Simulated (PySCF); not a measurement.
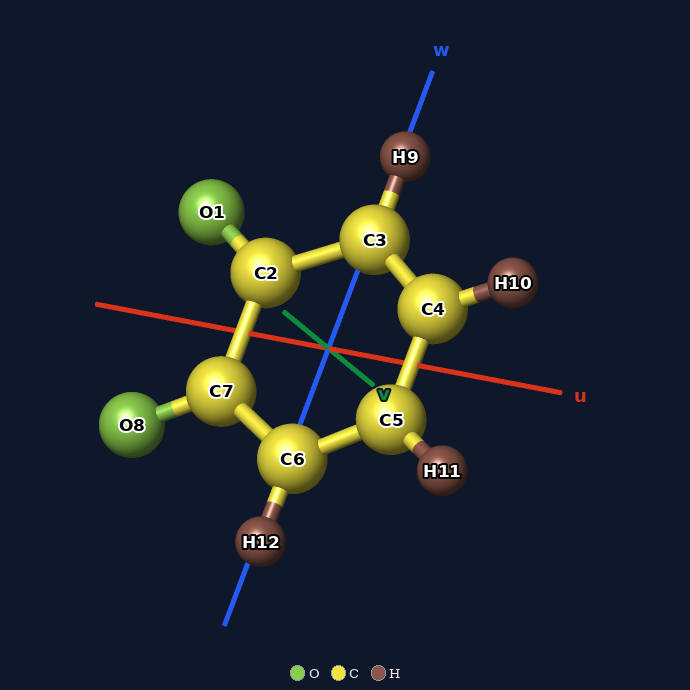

The lines u, v and w are the principal axes of the static dipole polarisability. The geometry was computed by an optimisation with GFN2-xTB. No frequency run is at hand to confirm it as a minimum. Method: CAM-B3LYP/def2-SVPD (PySCF 2.14.0).

> Along which axis is the molecule most polarisable, and along which least?

Most along u (in the molecular plane, at 31° to the long direction C4···O8), least along v (normal to the molecular plane).

> Give the three principal values.

u 93.0, v 42.3, w 84.4 bohr³; mean 73.2, anisotropy 47.0 bohr³.
